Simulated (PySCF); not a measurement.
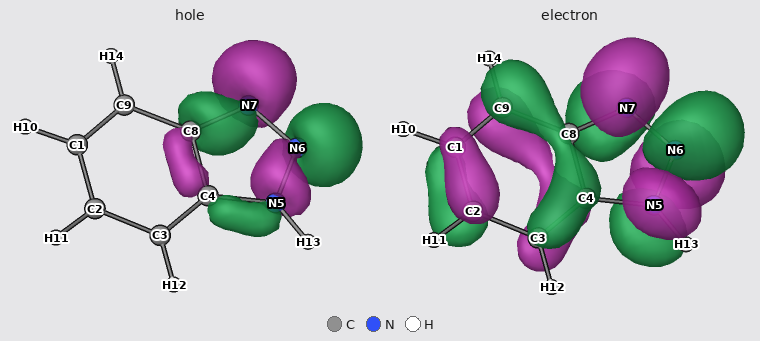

Figure 1: C6H5N3, SMILES `c1ccc2[nH]nnc2c1`. Leading natural transition orbital pair of S₃ (CIS singlet states); the surfaces enclose about 85 % of each orbital's density.

PySCF calculation, HF/cc-pVDZ, gas phase; geometry: GFN2-xTB. No frequency check shows the geometry to be a minimum. Without diffuse functions Rydberg states are missing, so the states' numbers hold for this basis only.

Input script:

```python
import numpy as np
from pyscf import gto, scf, dft, tdscf
from pyscf.scf import atom_ks, atom_hf
from scipy.linalg import block_diag

def solve(mol, dm0=None, hcore=None):
    mf = scf.UHF(mol) if mol.spin else scf.RHF(mol)
    mf = mf.density_fit(auxbasis='def2-universal-jkfit')
    mf.conv_tol, mf.max_cycle = 1e-8, 80
    if hcore is not None:
        mf.get_hcore = lambda *args: hcore
    mf.kernel(dm0)
    if not mf.converged:
        mf = mf.newton().run(mf.mo_coeff, mf.mo_occ, max_cycle=30)
    assert mf.converged, 'SCF not converged'
    return mf

mol = gto.M(atom='''
C      2.09329    -0.67894     0.00000
C      2.07086     0.72352     0.00000
C      0.89273     1.43516     0.00000
C     -0.27990     0.69038     0.00000
N     -1.60683     0.99124     0.00000
N     -2.32834    -0.14095     0.00000
N     -1.56695    -1.14807     0.00000
C     -0.26843    -0.72779     0.00000
C      0.93899    -1.42533     0.00000
H      3.05079    -1.17797     0.00000
H      3.00945     1.25739     0.00000
H      0.87707     2.51429     0.00000
H     -2.05738     1.89159     0.00000
H      0.94971    -2.50278     0.00000
''', basis='cc-pvdz', charge=0, spin=0, verbose=4)
mf = solve(mol)
td = mf.TDA()
td.nstates, td.singlet, td.conv_tol = 6, True, 1e-5
td.kernel()
td.analyze()
x, y = np.array([p[0] for p in td.xy]), np.array([p[1] + 0 * p[0] for p in td.xy])
f, mu = td.oscillator_strength(), td.transition_dipole()
nto = [td.get_nto(state=i + 1, verbose=4) for i in range(len(td.e))]
# spherically averaged free atoms, for the promolecule
atm = scf.atom_hf.get_atm_nrhf(mol)
pro = block_diag(*[(atm[a[0]][2] * atm[a[0]][3]) @ atm[a[0]][2].T for a in mol._atom])
np.savez('result.npz', e=td.e, f=f, ok=td.converged, w=[n[0] for n in nto], nto=[n[1] for n in nto], x=x, y=y, c=mf.mo_coeff, occ=mf.mo_occ, eps=mf.mo_energy, pro=pro, mu=mu)
```

Launched as:

```sh
OMP_NUM_THREADS=1 python input.py
```

The run took 99 s on 1 thread of Intel(R) Xeon(R) 6975P-C (Granite Rapids), with other jobs on the host, peak memory 0.33 GiB.

Characterise the state.

6.24 eV (199 nm), f = 0.017, n → π*; the leading pair carries 99 %; hole on N7 (41 %), N6 (34 %) and N5 (10 %), electron on N6 (38 %), N7 (29 %) and N5 (11 %); their centroids lie 0.5 Å apart. In canonical orbitals it is mainly HOMO−2 → LUMO (58 %). The HOMO–LUMO gap is 11.46 eV.
